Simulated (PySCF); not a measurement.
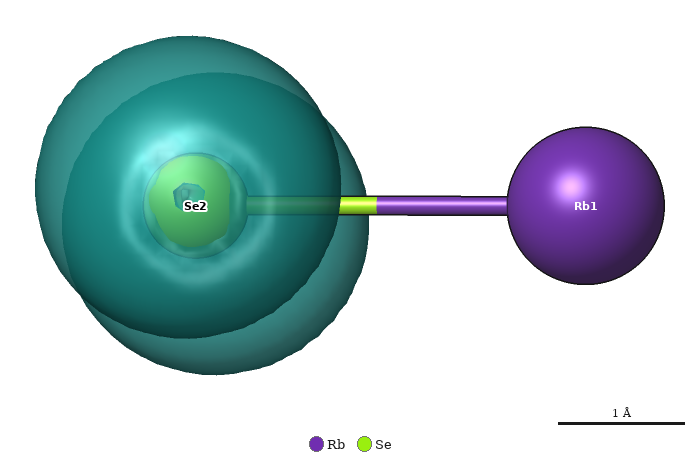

RbSe (doublet). Isosurfaces of the spin density at +0.02 (teal) and −0.02 e/Å³ (pink), seen from one side.

Core potentials replace the inner electrons of Rb.

Theory: PBE0/def2-TZVPP, non-relativistic Hamiltonian with scalar-relativistic core potentials where named, at a bond length of 3.138 Å in PySCF.

```xyz
2

Rb    0.0000    0.0000   -1.5215
Se    0.0000    0.0000    1.6165
```

Where is the unpaired spin?

The unpaired spin (1 electron) lies mostly on Se2 (about 1.0), in electrons by Hirshfeld's partition.
